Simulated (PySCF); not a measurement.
# SiH2Cl radical: a look at the electrons, part 3 of 3

For SiH2Cl radical, the scripts below analyse its density (charges, bond critical points, surface potential), measure its response to a uniform field and see where an electron leaves and enters.

PySCF 2.14.0; Gaussian basis, gas phase. The steps go on from the part before.

**6. Removing and adding an electron (B3LYP/6-31+g*)**

input.py reads:

```python
import numpy as np
from pyscf import gto, scf, dft
from pyscf.scf import atom_ks, atom_hf
from scipy.linalg import block_diag

def solve(mol, dm0=None, hcore=None):
    mf = (dft.UKS if mol.spin else dft.RKS)(mol, xc='b3lyp')
    mf.grids.level = 3
    mf = mf.density_fit(auxbasis='def2-universal-jkfit')
    mf.conv_tol, mf.max_cycle = 1e-8, 80
    if hcore is not None:
        mf.get_hcore = lambda *args: hcore
    mf.kernel(dm0)
    if not mf.converged:
        mf = mf.newton().run(mf.mo_coeff, mf.mo_occ, max_cycle=30)
    assert mf.converged, 'SCF not converged'
    return mf

mol = gto.M(atom='''
Cl    -1.01137    -0.00001     0.01495
Si     1.00814    -0.00009    -0.08714
H      1.53919     1.22540     0.48258
H      1.54014    -1.22396     0.48323
''', basis='6-31+g*', charge=0, spin=1, verbose=4)
mf = solve(mol)
out = dict(e0=mf.e_tot, dm0=mf.make_rdm1(), c=mf.mo_coeff, occ=mf.mo_occ, eps=mf.mo_energy)
for name, dq, spin in [('cation', 1, 0), ('anion', -1, 0)]:
    ion = mol.copy().set(charge=mol.charge + dq, spin=spin).build()
    mi = solve(ion)
    if spin and dq > 0 and mol.nao < 130:
        c, _, stable, _ = mi.stability(return_status=True)
        if not stable:
            mi = solve(ion, mi.make_rdm1(c, mi.mo_occ))
    print(name, 'vertical energy change / eV', (mi.e_tot - mf.e_tot) * 27.211386)
    out.update({'e_' + name: mi.e_tot, 'dm_' + name: mi.make_rdm1(), 's2_' + name: mi.spin_square()[0], 'eps_' + name: mi.mo_energy, 'occ_' + name: mi.mo_occ})
# spherically averaged free atoms, for the promolecule
atm = atom_ks.get_atm_nrks(mol, xc='b3lyp')
pro = block_diag(*[(atm[a[0]][2] * atm[a[0]][3]) @ atm[a[0]][2].T for a in mol._atom])
np.savez('result.npz', pro=pro, **out)
```

Launch:

```
$ OMP_NUM_THREADS=1 python input.py
```

Log:

```text
[ENV] PYSCF_TMPDIR <dir>
[ENV] PYSCF_MAX_MEMORY 1650
[INPUT] verbose = 4
[INPUT] num. atoms = 4
[INPUT] num. electrons = 33
[INPUT] charge = 0
[INPUT] spin (= nelec alpha-beta = 2S) = 1
[INPUT] symmetry False subgroup None
[INPUT] Mole.unit = angstrom
[INPUT] Symbol           X                Y                Z      unit          X                Y                Z       unit  Magmom
[INPUT]  1 Cl    -1.011370000000  -0.000010000000   0.014950000000 AA   -1.911212310601  -0.000018897261   0.028251405562 Bohr   0.0
[INPUT]  2 Si     1.008140000000  -0.000090000000  -0.087140000000 AA    1.905108495219  -0.000170075351  -0.164670734495 Bohr   0.0
[INPUT]  3 H      1.539190000000   1.225400000000   0.482580000000 AA    2.908647553669   2.315670393042   0.911944033193 Bohr   0.0
[INPUT]  4 H      1.540140000000  -1.223960000000   0.483230000000 AA    2.910442793488  -2.312949187423   0.913172355174 Bohr   0.0

nuclear repulsion = 78.9800860349437
number of shells = 24
number of NR pGTOs = 118
number of NR cGTOs = 48
basis = 6-31+g*
ecp = {}

******** <class 'pyscf.df.df_jk.DFUKS'> ********
method = DFUKS
initial guess = minao
damping factor = 0
level_shift factor = 0
DIIS = <class 'pyscf.scf.diis.CDIIS'>
diis_start_cycle = 1
diis_space = 8
diis_damp = 0
SCF conv_tol = 1e-08
SCF conv_tol_grad = None
SCF max_cycles = 80
direct_scf = False
number electrons alpha = 17  beta = 16
XC library pyscf.dft.libxc version 7.0.0
    S. Lehtola, C. Steigemann, M. J.T. Oliveira, and M. A.L. Marques.,  SoftwareX 7, 1–5 (2018)
XC functionals = b3lyp
    P. J. Stephens, F. J. Devlin, C. F. Chabalowski, and M. J. Frisch.,  J. Phys. Chem. 98, 11623 (1994)
radial grids:
    Treutler-Ahlrichs [JCP 102, 346 (1995); DOI:10.1063/1.469408] (M4) radial grids

becke partition: Becke, JCP 88, 2547 (1988); DOI:10.1063/1.454033
pruning grids: <function nwchem_prune at 0xe07fc5c3b6a0>
grids dens level: 3
symmetrized grids: False
atomic radii adjust function: <function treutler_atomic_radii_adjust at 0xe07fc5c785e0>
small_rho_cutoff = 0
Set gradient conv threshold to 0.0001
tot grids = 57680
******** <class 'pyscf.df.df.DF'> ********
auxbasis = def2-universal-jkfit
init E= -750.916456371212
[... the frontier-level lines of each cycle are left out ...]


cycle= 1 E= -750.860020970568  delta_E= 0.0564  |g|= 0.151  |ddm|= 1.33
cycle= 2 E= -750.854356688861  delta_E= 0.00566  |g|= 0.181  |ddm|= 0.469
cycle= 3 E= -750.876064974101  delta_E= -0.0217  |g|= 0.011  |ddm|= 0.268
cycle= 4 E= -750.876177330178  delta_E= -0.000112  |g|= 0.0032  |ddm|= 0.0265
cycle= 5 E= -750.876187349451  delta_E= -1e-05  |g|= 0.000939  |ddm|= 0.00833
cycle= 6 E= -750.876188087951  delta_E= -7.38e-07  |g|= 0.000281  |ddm|= 0.00171
cycle= 7 E= -750.876188169829  delta_E= -8.19e-08  |g|= 4.95e-05  |ddm|= 0.00064
cycle= 8 E= -750.876188173193  delta_E= -3.36e-09  |g|= 1.31e-05  |ddm|= 0.00014
Extra cycle  E= -750.876188173359  delta_E= -1.65e-10  |g|= 9.96e-06  |ddm|= 4.64e-05
converged SCF energy = -750.876188173359  <S^2> = 0.75124503  2S+1 = 2.0012446

******** <class 'pyscf.df.df_jk.DFRKS'> ********
method = DFRKS
initial guess = minao
damping factor = 0
level_shift factor = 0
DIIS = <class 'pyscf.scf.diis.CDIIS'>
diis_start_cycle = 1
diis_space = 8
diis_damp = 0
SCF conv_tol = 1e-08
SCF conv_tol_grad = None
SCF max_cycles = 80
direct_scf = False
XC library pyscf.dft.libxc version 7.0.0
    S. Lehtola, C. Steigemann, M. J.T. Oliveira, and M. A.L. Marques.,  SoftwareX 7, 1–5 (2018)
XC functionals = b3lyp
    P. J. Stephens, F. J. Devlin, C. F. Chabalowski, and M. J. Frisch.,  J. Phys. Chem. 98, 11623 (1994)
radial grids:
    Treutler-Ahlrichs [JCP 102, 346 (1995); DOI:10.1063/1.469408] (M4) radial grids

becke partition: Becke, JCP 88, 2547 (1988); DOI:10.1063/1.454033
pruning grids: <function nwchem_prune at 0xe07fc5c3b6a0>
grids dens level: 3
symmetrized grids: False
atomic radii adjust function: <function treutler_atomic_radii_adjust at 0xe07fc5c785e0>
small_rho_cutoff = 0
Set gradient conv threshold to 0.0001
Initial guess from minao.
tot grids = 57680
******** <class 'pyscf.df.df.DF'> ********
auxbasis = def2-universal-jkfit
init E= -750.916456371212
cycle= 1 E= -750.50032677657  delta_E= 0.416  |g|= 0.356  |ddm|= 1.78
cycle= 2 E= -750.339500579805  delta_E= 0.161  |g|= 0.771  |ddm|= 1.55
cycle= 3 E= -750.55582052065  delta_E= -0.216  |g|= 0.0842  |ddm|= 1.06
cycle= 4 E= -750.558261577133  delta_E= -0.00244  |g|= 0.0168  |ddm|= 0.148
cycle= 5 E= -750.558345373661  delta_E= -8.38e-05  |g|= 0.00281  |ddm|= 0.0211
cycle= 6 E= -750.558347983922  delta_E= -2.61e-06  |g|= 0.00043  |ddm|= 0.00385
cycle= 7 E= -750.558348051624  delta_E= -6.77e-08  |g|= 8.71e-05  |ddm|= 0.000677
cycle= 8 E= -750.558348053778  delta_E= -2.15e-09  |g|= 1.83e-05  |ddm|= 0.000106
Extra cycle  E= -750.558348053681  delta_E= 9.71e-11  |g|= 2.56e-05  |ddm|= 6.12e-05
converged SCF energy = -750.558348053681
cation vertical energy change / eV 8.648870182839888

******** <class 'pyscf.df.df_jk.DFRKS'> ********
method = DFRKS
initial guess = minao
damping factor = 0
level_shift factor = 0
DIIS = <class 'pyscf.scf.diis.CDIIS'>
diis_start_cycle = 1
diis_space = 8
diis_damp = 0
SCF conv_tol = 1e-08
SCF conv_tol_grad = None
SCF max_cycles = 80
direct_scf = False
XC library pyscf.dft.libxc version 7.0.0
    S. Lehtola, C. Steigemann, M. J.T. Oliveira, and M. A.L. Marques.,  SoftwareX 7, 1–5 (2018)
XC functionals = b3lyp
    P. J. Stephens, F. J. Devlin, C. F. Chabalowski, and M. J. Frisch.,  J. Phys. Chem. 98, 11623 (1994)
radial grids:
    Treutler-Ahlrichs [JCP 102, 346 (1995); DOI:10.1063/1.469408] (M4) radial grids

becke partition: Becke, JCP 88, 2547 (1988); DOI:10.1063/1.454033
pruning grids: <function nwchem_prune at 0xe07fc5c3b6a0>
grids dens level: 3
symmetrized grids: False
atomic radii adjust function: <function treutler_atomic_radii_adjust at 0xe07fc5c785e0>
small_rho_cutoff = 0
Set gradient conv threshold to 0.0001
tot grids = 57680
******** <class 'pyscf.df.df.DF'> ********
auxbasis = def2-universal-jkfit
init E= -750.916456371212
cycle= 1 E= -750.873272479784  delta_E= 0.0432  |g|= 0.251  |ddm|= 1.97
cycle= 2 E= -750.87568574737  delta_E= -0.00241  |g|= 0.286  |ddm|= 1.78
cycle= 3 E= -750.908781747171  delta_E= -0.0331  |g|= 0.023  |ddm|= 0.852
cycle= 4 E= -750.908945215323  delta_E= -0.000163  |g|= 0.0082  |ddm|= 0.0546
cycle= 5 E= -750.908966704044  delta_E= -2.15e-05  |g|= 0.00227  |ddm|= 0.0162
cycle= 6 E= -750.908968506481  delta_E= -1.8e-06  |g|= 0.000743  |ddm|= 0.00712
cycle= 7 E= -750.908968749016  delta_E= -2.43e-07  |g|= 9.05e-05  |ddm|= 0.00212
cycle= 8 E= -750.908968752324  delta_E= -3.31e-09  |g|= 1.48e-05  |ddm|= 0.000261
Extra cycle  E= -750.908968752368  delta_E= -4.43e-11  |g|= 1.18e-05  |ddm|= 0.00011
converged SCF energy = -750.908968752368
anion vertical energy change / eV -0.8920049887266681
Spherically averaged atomic KS for {'Cl', 'H', 'Si'}

******** <class 'pyscf.scf.atom_ks.AtomSphAverageRKS'> ********
method = AtomSphAverageRKS
initial guess = vsap
damping factor = 0
level_shift factor = 0
diis_start_cycle = 1
diis_space = 12
SCF conv_tol = 1e-09
SCF conv_tol_grad = None
SCF max_cycles = 50
direct_scf = True
direct_scf_tol = 1e-13
XC library pyscf.dft.libxc version 7.0.0
    S. Lehtola, C. Steigemann, M. J.T. Oliveira, and M. A.L. Marques.,  SoftwareX 7, 1–5 (2018)
XC functionals = b3lyp
    P. J. Stephens, F. J. Devlin, C. F. Chabalowski, and M. J. Frisch.,  J. Phys. Chem. 98, 11623 (1994)
radial grids:
    Treutler-Ahlrichs [JCP 102, 346 (1995); DOI:10.1063/1.469408] (M4) radial grids

becke partition: Becke, JCP 88, 2547 (1988); DOI:10.1063/1.454033
pruning grids: <function nwchem_prune at 0xe07fc5c3b6a0>
grids dens level: 3
symmetrized grids: False
atomic radii adjust function: <function treutler_atomic_radii_adjust at 0xe07fc5c785e0>
User specified grid scheme (100, 434)
small_rho_cutoff = 0
Set gradient conv threshold to 3.16228e-05
tot grids = 23744
init E= -381.107603387271
cycle= 1 E= -381.108839820504  delta_E= -0.00124  |g|=    0  |ddm|= 0.139
cycle= 2 E= -381.109053751352  delta_E= -0.000214  |g|=    0  |ddm|= 0.0954
cycle= 3 E= -381.109274132754  delta_E= -0.00022  |g|=    0  |ddm|= 0.0468
cycle= 4 E= -381.109278503965  delta_E= -4.37e-06  |g|=    0  |ddm|= 0.0134
cycle= 5 E= -381.109282975315  delta_E= -4.47e-06  |g|=    0  |ddm|= 0.00668
cycle= 6 E= -381.109283062564  delta_E= -8.72e-08  |g|=    0  |ddm|= 0.00189
cycle= 7 E= -381.109283151608  delta_E= -8.9e-08  |g|=    0  |ddm|= 0.000944
cycle= 8 E= -381.109283153347  delta_E= -1.74e-09  |g|=    0  |ddm|= 0.000267
cycle= 9 E= -381.109283155123  delta_E= -1.78e-09  |g|=    0  |ddm|= 0.000133
cycle= 10 E= -381.109283155166  delta_E= -4.3e-11  |g|=    0  |ddm|= 3.59e-05
Extra cycle  E= -381.10928315518  delta_E= -1.41e-11  |g|=    0  |ddm|= 2.4e-05
Atomic HF for atom  Cl  converged. SCF energy = -381.10928315518

******** <class 'pyscf.scf.atom_ks.AtomSphAverageRKS'> ********
method = AtomSphAverageRKS
initial guess = vsap
damping factor = 0
level_shift factor = 0
diis_start_cycle = 1
diis_space = 12
SCF conv_tol = 1e-09
SCF conv_tol_grad = None
SCF max_cycles = 50
direct_scf = True
direct_scf_tol = 1e-13
XC library pyscf.dft.libxc version 7.0.0
    S. Lehtola, C. Steigemann, M. J.T. Oliveira, and M. A.L. Marques.,  SoftwareX 7, 1–5 (2018)
XC functionals = b3lyp
    P. J. Stephens, F. J. Devlin, C. F. Chabalowski, and M. J. Frisch.,  J. Phys. Chem. 98, 11623 (1994)
radial grids:
    Treutler-Ahlrichs [JCP 102, 346 (1995); DOI:10.1063/1.469408] (M4) radial grids

becke partition: Becke, JCP 88, 2547 (1988); DOI:10.1063/1.454033
pruning grids: <function nwchem_prune at 0xe07fc5c3b6a0>
grids dens level: 3
symmetrized grids: False
atomic radii adjust function: <function treutler_atomic_radii_adjust at 0xe07fc5c785e0>
User specified grid scheme (100, 434)
small_rho_cutoff = 0
Set gradient conv threshold to 3.16228e-05
tot grids = 24008
init E= -210.320173536928
cycle= 1 E= -210.326442440242  delta_E= -0.00627  |g|=    0  |ddm|= 0.313
cycle= 2 E= -210.327581622288  delta_E= -0.00114  |g|=    0  |ddm|= 0.196
cycle= 3 E= -210.327944600552  delta_E= -0.000363  |g|=    0  |ddm|= 0.0912
cycle= 4 E= -210.328008855173  delta_E= -6.43e-05  |g|=    0  |ddm|= 0.0439
cycle= 5 E= -210.328029179106  delta_E= -2.03e-05  |g|=    0  |ddm|= 0.0218
cycle= 6 E= -210.328032731781  delta_E= -3.55e-06  |g|=    0  |ddm|= 0.0103
cycle= 7 E= -210.328033852247  delta_E= -1.12e-06  |g|=    0  |ddm|= 0.00513
cycle= 8 E= -210.328034048138  delta_E= -1.96e-07  |g|=    0  |ddm|= 0.00241
cycle= 9 E= -210.328034109877  delta_E= -6.17e-08  |g|=    0  |ddm|= 0.0012
cycle= 10 E= -210.328034120672  delta_E= -1.08e-08  |g|=    0  |ddm|= 0.000565
cycle= 11 E= -210.328034124073  delta_E= -3.4e-09  |g|=    0  |ddm|= 0.000283
cycle= 12 E= -210.328034124874  delta_E= -8.01e-10  |g|=    0  |ddm|= 7.12e-05
Extra cycle  E= -210.328034124894  delta_E= -1.91e-11  |g|=    0  |ddm|= 2.38e-05
Atomic HF for atom  Si  converged. SCF energy = -210.328034124894

******** <class 'pyscf.scf.atom_ks.AtomSphAverageRKS'> ********
method = AtomSphAverageRKS
initial guess = vsap
damping factor = 0
level_shift factor = 0
diis_start_cycle = 1
diis_space = 12
SCF conv_tol = 1e-09
SCF conv_tol_grad = None
SCF max_cycles = 50
direct_scf = True
direct_scf_tol = 1e-13
XC library pyscf.dft.libxc version 7.0.0
    S. Lehtola, C. Steigemann, M. J.T. Oliveira, and M. A.L. Marques.,  SoftwareX 7, 1–5 (2018)
XC functionals = b3lyp
    P. J. Stephens, F. J. Devlin, C. F. Chabalowski, and M. J. Frisch.,  J. Phys. Chem. 98, 11623 (1994)
radial grids:
    Treutler-Ahlrichs [JCP 102, 346 (1995); DOI:10.1063/1.469408] (M4) radial grids

becke partition: Becke, JCP 88, 2547 (1988); DOI:10.1063/1.454033
pruning grids: <function nwchem_prune at 0xe07fc5c3b6a0>
grids dens level: 3
symmetrized grids: False
atomic radii adjust function: <function treutler_atomic_radii_adjust at 0xe07fc5c785e0>
User specified grid scheme (100, 434)
small_rho_cutoff = 0
Set gradient conv threshold to 3.16228e-05
tot grids = 26240
init E= 78.5420170520471
cycle= 1 E= 78.5365774964292  delta_E= -0.00544  |g|=    0  |ddm|= 0.156
cycle= 2 E= 78.5365523918585  delta_E= -2.51e-05  |g|=    0  |ddm|= 0.0104
cycle= 3 E= 78.5365522326554  delta_E= -1.59e-07  |g|=    0  |ddm|= 0.00083
cycle= 4 E= 78.5365522316639  delta_E= -9.91e-10  |g|=    0  |ddm|= 6.55e-05
Extra cycle  E= 78.5365522316577  delta_E= -6.18e-12  |g|=    0  |ddm|= 5.17e-06
Atomic HF for atom  H  converged. SCF energy = 78.5365522316577
```

It took 13 s on 1 thread of Arm Neoverse N1, shared host; peak memory 0.23 GiB.

**7. Post-processing**

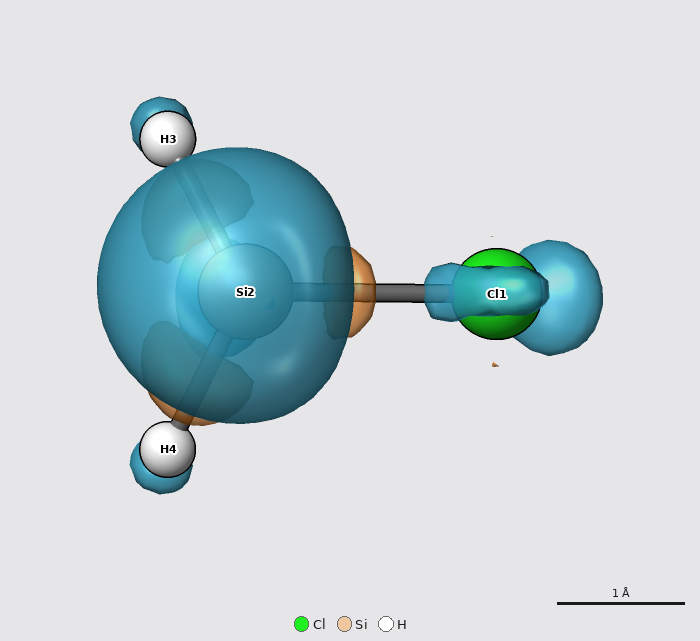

Fukui function f⁺ = ρ(N+1) − ρ(N) at fixed geometry, surfaces at ±0.03 e/Å³ (light blue positive, orange negative).

Which sites does the map favour for nucleophilic attack?

f⁺ (Hirshfeld-condensed), largest first: Si2 (0.67), Cl1 (0.17) and H3 and H4 (0.08 each); the vertical electron affinity is 0.89 eV (to the singlet anion, which needn't be its lowest state). Orbital relaxation makes it negative in places (0.09 e in all).

| atom | f⁺ | charge |
| --- | --- | --- |
| Cl1 | +0.17 | −0.13 |
| Si2 | +0.67 | +0.26 |
| H3 | +0.08 | −0.07 |
| H4 | +0.08 | −0.07 |

| atom | f⁻ | f⁺ | charge |
| --- | --- | --- | --- |
| Cl1 | +0.27 | +0.17 | −0.13 |
| Si2 | +0.53 | +0.67 | +0.26 |
| H3 | +0.10 | +0.08 | −0.07 |
| H4 | +0.10 | +0.08 | −0.07 |

**8. Summary of results**

The summary covers parts 1 to 3.

| quantity | value |
| --- | --- |
| dipole moment (r2SCAN/6-311g**) | 1.44 D |
| HOMO, LUMO (r2SCAN/6-311g**) | -5.57, -3.04 eV |
| polarisability along the field (LDA (SVWN)/def2-svpd) | 55.4 bohr³ |
| vertical ionisation energy (B3LYP/6-31+g*) | 8.65 eV |
| vertical electron affinity (B3LYP/6-31+g*) | 0.89 eV |

At r2SCAN/6-311g**: The highest Hirshfeld charge is on Si2 (+0.26 e), the lowest on Cl1 (−0.13 e). The ionisation energy from two SCF runs, 8.65 eV, lies 2.6 eV above −ε(HOMO) = 6.03 eV of the same level, B3LYP/6-31+g*, since self-interaction lifts this functional's HOMO. All values hold at the given geometry, in the gas phase.
